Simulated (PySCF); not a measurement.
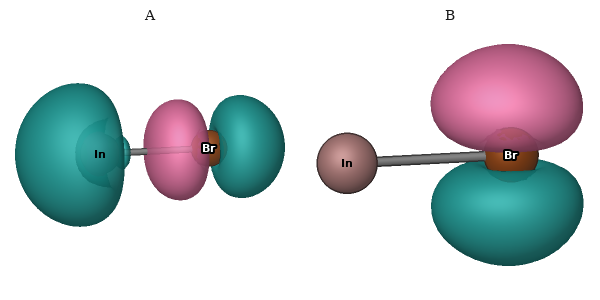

Figure. InBr. Two frontier orbitals, each drawn at the value that holds 80 % of its norm (teal and pink are the two phases), in no order; of a degenerate pair one member is drawn.

Core potentials replace the inner electrons of In.

Theory: PBE0/cc-pVDZ(-PP), non-relativistic Hamiltonian with scalar-relativistic core potentials where named, at a bond length of 2.590 Å (PySCF).

Q: Label each orbital by symmetry, say whether it is occupied, and order them by energy.

A: Orbital B: π, occupied, −7.63 eV; mainly on Br (90 %).
Orbital A: σ, occupied, −7.07 eV; shared between the atoms (In 55 %, Br 45 %).
